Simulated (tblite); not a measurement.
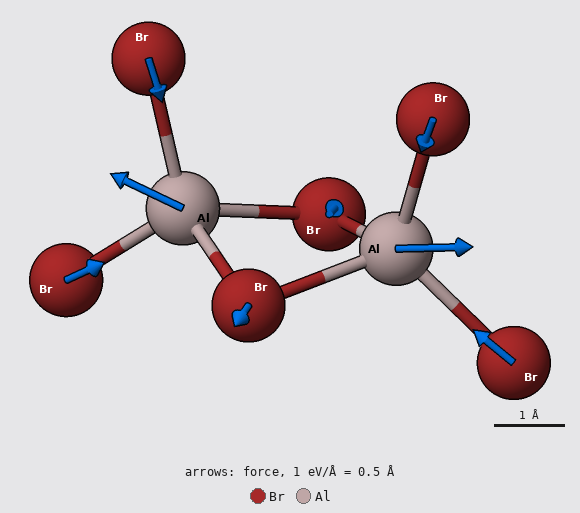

Starting geometry of Al₂Br₆ with the computed forces as blue arrows. A ball-and-stick model, seen at a tilt.

Method: tblite 0.8.0, GFN2-xTB geometry optimisation, gas phase. 

### Is this structure relaxed? If not, where do the atoms go?

It isn't relaxed: the largest force vector, on an Al atom, is 2.44 eV/Å. The final displacements have little in common with the starting forces (cosine between the two patterns 0.23). After 61 geometry steps the energy has fallen by 14.3 kcal/mol. The atom that moves furthest after the best rigid fit is a Br atom (0.85 Å). By element the largest moves are Br 0.85 Å, Al 0.14 Å. Among the contacts that change: Al–Br 2.359 → 2.238 Å, Al–Br 2.371 → 2.477 Å, Al–Br 2.391 → 2.475 Å. Among the angles between lasting bonds that change: Br–Al–Br 116.7° → 131.2°, Br–Al–Br 115.9° → 106.9°, Br–Al–Br 114.6° → 106.9°. Groups turn about Al–Br by about 25°, Al–Br by about 25°, Al–Br by about 20°. Cost: 1 s on 1 thread of Intel(R) Xeon(R) 6975P-C, on a shared host.
